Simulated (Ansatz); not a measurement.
# C₃H₅FO: up Jacob's ladder to CCSD(T)

Aim: compute C₃H₅FO with functionals from several rungs and with coupled cluster. The yardstick is the atomisation energy at the CCSD(T) limit.

Method: functionals in def2-TZVPP, the program's frozen cores in correlated methods; program: Ansatz 0.2.0, Gaussian basis.

Levels to be run: LDA (SPW92), PBE-D4, revPBE-D4, BLYP-D4, r2SCAN-D4, B97M-V, PBE0-D4, B3LYP-D4, r2SCANh-D4, r2SCAN0-D4, HSE06-D4, BHLYP-D4, CAM-B3LYP-D4, LC-ωPBE, ωB97X-V, ωB97M-V, B2PLYP, PBE-QIDH; CCSD(T)/def2-SVP; CCSD(T)/def2-TZVPP; MP2/def2-QZVPP; extrapolation to the limit; RPA on PBE.

**1. Structure used throughout**

An earlier PBE0-D4 in a triple-zeta def2 set relaxation fixed the geometry.

10 atoms, charge 0, spin multiplicity 1.

Atoms are counted from 1 here; the program's logs count them from 0.

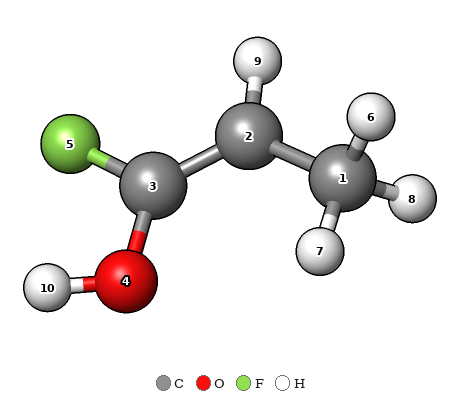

The geometry (carbon grey, oxygen red, fluorine green, hydrogen white); atoms are numbered from 1 in the order of the file.

Geometry (Å):

```xyz
10
charge 0, multiplicity 1
C    -1.1426   -0.7938    0.0973
C    -0.2004    0.2348    0.6212
C     0.9026    0.6083   -0.0031
O     1.3748    0.1088   -1.1521
F     1.7115    1.5559    0.4930
H    -2.1582   -0.3946    0.0193
H    -0.8397   -1.1414   -0.8907
H    -1.1907   -1.6645    0.7587
H    -0.3967    0.7125    1.5726
H     2.0225    0.7228   -1.5132
```

**2. LDA**

This LDA is Slater exchange with PW92 correlation.

in.yaml reads:

```yaml
crystal:
  periodic: [false, false, false]
  atoms:
    - {symbol: C, position_ang: [-1.142616, -0.793807, 0.097320]}
    - {symbol: C, position_ang: [-0.200441, 0.234780, 0.621197]}
    - {symbol: C, position_ang: [0.902564, 0.608269, -0.003097]}
    - {symbol: O, position_ang: [1.374815, 0.108832, -1.152088]}
    - {symbol: F, position_ang: [1.711521, 1.555874, 0.492991]}
    - {symbol: H, position_ang: [-2.158174, -0.394566, 0.019322]}
    - {symbol: H, position_ang: [-0.839692, -1.141369, -0.890663]}
    - {symbol: H, position_ang: [-1.190728, -1.664483, 0.758687]}
    - {symbol: H, position_ang: [-0.396709, 0.712456, 1.572615]}
    - {symbol: H, position_ang: [2.022460, 0.722813, -1.513183]}
basis:
  gaussian: {orbitals: def2-TZVPP}
hamiltonian: {xc: lda}
output: {orbitals: {seedname: orbitals}}
```

Command:

```sh
$ ansatz run in.yaml --threads 4 --pin off --events-out ev --progress --plain --max-ram 10444MiB
```

The runs that follow: PBE-D4 (GGA); revPBE-D4 (GGA); BLYP-D4 (GGA); r2SCAN-D4 (meta-GGA); B97M-V (meta-GGA); B3LYP-D4 (hybrid); r2SCANh-D4 (hybrid); r2SCAN0-D4 (hybrid); HSE06-D4 (hybrid); BHLYP-D4 (hybrid); CAM-B3LYP-D4 (range-separated); LC-ωPBE (range-separated); ωB97X-V (range-separated); ωB97M-V (range-separated); B2PLYP (double hybrid); PBE-QIDH (double hybrid); CCSD(T) in def2-SVP; CCSD(T) in def2-TZVPP; MP2 in def2-QZVPP; RPA on PBE orbitals.

**Question.** What will the summary of the whole plan be? Wanted: atomisation energy, CCSD(T)/CBS; farthest beyond LDA; mean size of error, GGA; mean size of error, meta-GGA; mean size of error, hybrid; mean size of error, range-separated; mean size of error, double hybrid; gap, smallest and largest; T1 diagnostic.

The runs gave:

| quantity | value |
| --- | --- |
| atomisation energy, CCSD(T)/CBS | 4081.8 kJ/mol |
| functionals within 20.4 kJ/mol (0.5 %) | revPBE-D4, BLYP-D4, B97M-V, B3LYP-D4, r2SCANh-D4, LC-ωPBE, ωB97X-V, ωB97M-V, PBE-QIDH |
| farthest beyond LDA | BHLYP-D4 (-155.3 kJ/mol) |
| mean size of error, GGA | 59.9 kJ/mol |
| mean size of error, meta-GGA | 17.2 kJ/mol |
| mean size of error, hybrid | 49.9 kJ/mol |
| mean size of error, range-separated | 17.0 kJ/mol |
| mean size of error, double hybrid | 23.6 kJ/mol |
| gap, smallest and largest | 5.16 eV (BLYP-D4), 12.36 eV (LC-ωPBE) |
| T1 diagnostic | 0.0115 |
| triples share of the correlation energy | 3.7 % |

In words: The LDA atomisation energy is off by 700.5 kJ/mol (17 %): it overbinds. PBE-D4 is off by +142.6 kJ/mol. Double hybrids carry the basis error of their MP2 part in triple zeta, and no dispersion term here, so their miss is partly the set-up's. The rungs range-separated, meta-GGA miss on average by less than the doubt on the reference (20.4 kJ/mol), so they tie. Misses under about 20.4 kJ/mol are within the doubt on the reference itself, which lacks core-valence correlation, relativity and higher excitations. Hartree-Fock recovers 72 % of the binding; the rest is correlation. CCSD(T) in def2-SVP is off by -182.0 kJ/mol, which most functionals beat. The gap grows from 5.2 to 12.4 eV across the functionals, mostly with the share of exact exchange.
